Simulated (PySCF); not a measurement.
# CH9ClO2Si3: NMR shielding calculation

System: CH9ClO2Si3.
Method: GIAO PBE0/pcSseg-1 NMR shielding, non-relativistic, gas phase (PySCF 2.14.0).

The geometry comes from this level: GFN2-xTB. Figures and captions count atoms from 1; the log counts them from 0 in places.

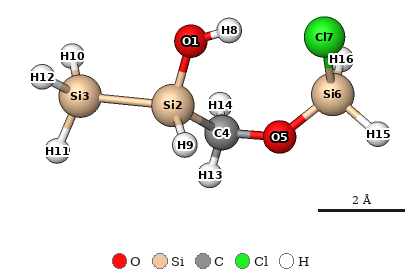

Fig. 1: The structure as given in the input (ball-and-stick view, seen at a tilt; atoms are numbered from 1 in the order of the input).

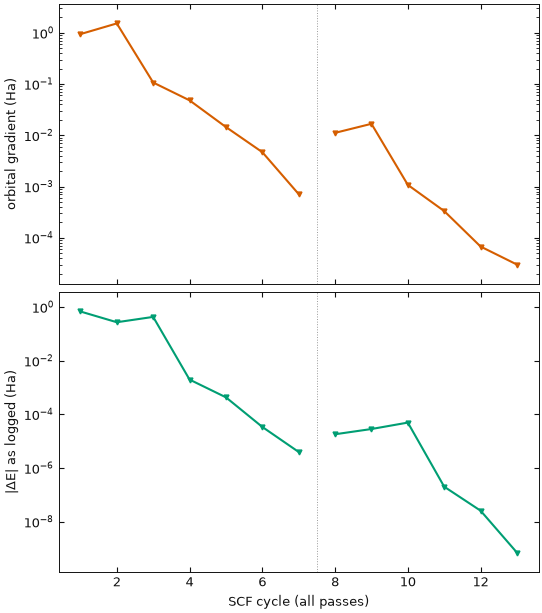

Fig. 2: Convergence of the self-consistent field: orbital gradient and size of the energy change against the SCF cycle. The dotted line marks the change from a coarse to the final integration grid. The first 7 cycles use a coarse grid, the final grid takes over at cycle 8, and the field converges after 13 cycles in all.

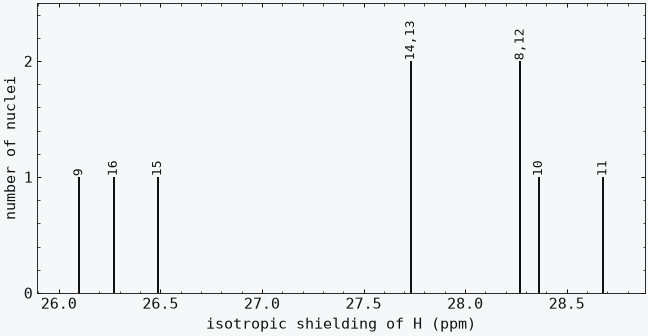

Fig. 3: Isotropic shieldings of the hydrogen nuclei in this fixed geometry, labelled by atom number; shielding grows to the right, so chemical shift grows to the left. The least shielded is H9 (26.1 ppm), the most shielded H11 (28.7 ppm).

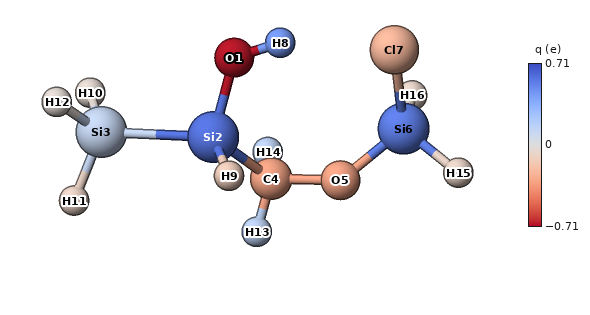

Fig. 4: ESP-fitted charges, as the colour of each atom (ball-and-stick view, seen at a tilt; atoms are numbered from 1 in the order of the input). By element: O −0.68 to −0.31, Si +0.11 to +0.57, C −0.31, Cl −0.23 and H −0.12 to +0.44 e.

The input and output of the run follow.

**The input**
```
{"job": {"kind": "nmr", "xc": "PBE0", "basis": "pcSseg-1"}, "charge": 0, "multiplicity": 1}
O     -0.673250     0.662593    -1.494173
Si    -0.987460     0.413371     0.074340
Si    -2.868182    -0.909840     0.052085
C      0.500853    -0.487040     0.903169
O      1.673341     0.310748     0.888209
Si     2.857453     0.576506    -0.148621
Cl     2.272471     1.725376    -1.728193
H      0.122168     1.103157    -1.813512
H     -1.045979     1.701419     0.784210
H     -2.722566    -2.177595    -0.672397
H     -3.280616    -1.273422     1.413322
H     -4.013299    -0.222911    -0.548425
H      0.297474    -0.701255     1.954855
H      0.713238    -1.442664     0.414395
H      3.755182     1.365717     0.670361
H      3.391573    -0.635216    -0.761035
```

The first line tells a small driver script what to run in PySCF; the rest is the geometry in Å.

Run as:
```bash
OMP_NUM_THREADS=1 python <driver script> task.json out
```

**The program's output**
```
coarse grid: 15336 points
cycle   1  E = -1521.7301811630  dE =  6.813e-01  |g| = 9.446e-01  |ddm| = 3.602e+00
cycle   2  E = -1521.4594709226  dE =  2.707e-01  |g| = 1.527e+00  |ddm| = 2.205e+00
cycle   3  E = -1521.8874046263  dE = -4.279e-01  |g| = 1.073e-01  |ddm| = 1.602e+00
cycle   4  E = -1521.8893792804  dE = -1.975e-03  |g| = 4.816e-02  |ddm| = 1.327e-01
cycle   5  E = -1521.8898101568  dE = -4.309e-04  |g| = 1.451e-02  |ddm| = 5.170e-02
cycle   6  E = -1521.8898441129  dE = -3.396e-05  |g| = 4.691e-03  |ddm| = 1.498e-02
cycle   7  E = -1521.8898480732  dE = -3.960e-06  |g| = 7.119e-04  |ddm| = 4.416e-03
final grid: 129496 points
cycle   8  E = -1521.9483475718  dE = -1.811e-05  |g| = 1.117e-02  |ddm| = 1.897e-02
cycle   9  E = -1521.9483191757  dE =  2.840e-05  |g| = 1.678e-02  |ddm| = 1.796e-02
cycle  10  E = -1521.9483684761  dE = -4.930e-05  |g| = 1.079e-03  |ddm| = 1.169e-02
cycle  11  E = -1521.9483686773  dE = -2.012e-07  |g| = 3.322e-04  |ddm| = 1.199e-03
cycle  12  E = -1521.9483687030  dE = -2.566e-08  |g| = 6.748e-05  |ddm| = 3.443e-04
cycle  13  E = -1521.9483687037  dE = -7.030e-10  |g| = 3.002e-05  |ddm| = 7.945e-05
converged SCF energy = -1521.9483687037

GIAO shielding tensors (ppm)
atom      isotropic    diamagn.    paramagn.     s11        s22        s33       span
  0 O      306.901     391.544     -84.643    262.008    307.476    351.218     89.210
  1 Si     361.116     880.208    -519.093    317.784    350.255    415.307     97.522
  2 Si     474.526     880.154    -405.629    461.835    474.983    486.759     24.924
  3 C      120.802     252.991    -132.190     85.732    109.372    167.300     81.568
  4 O      290.913     396.117    -105.204    216.251    301.424    355.064    138.812
  5 Si     373.288     879.643    -506.354    348.032    350.302    421.532     73.500
  6 Cl     881.898    1150.623    -268.726    712.905    943.644    989.145    276.241
  7 H       28.259      32.611      -4.352     15.750     21.657     47.371     31.621
  8 H       26.100      29.818      -3.718     23.548     24.034     30.718      7.170
  9 H       28.362      29.317      -0.955     24.955     26.570     33.561      8.606
 10 H       28.679      28.914      -0.235     25.210     26.551     34.276      9.066
 11 H       28.284      28.420      -0.136     24.916     25.892     34.045      9.129
 12 H       27.746      31.031      -3.285     22.443     27.723     33.073     10.630
 13 H       27.719      33.127      -5.408     22.696     27.215     33.247     10.551
 14 H       26.487      27.874      -1.387     21.891     24.696     32.875     10.983
 15 H       26.270      28.848      -2.578     22.140     24.550     32.119      9.979
```

**Summary**

```csv
quantity,value
outcome,converged
total energy,−1521.948369 hartree
HOMO,−7.75 eV
LUMO,−0.09 eV
dipole moment,1.94 D
"isotropic shielding, O",290.9 to 306.9 ppm
"isotropic shielding, Si",361.1 to 474.5 ppm
"isotropic shielding, C",120.8 ppm
"isotropic shielding, Cl",881.9 ppm
"isotropic shielding, H",26.1 to 28.7 ppm
hardware,"1 CPU thread, shared host"
wall time,29 s
peak memory,0.8 GiB
```
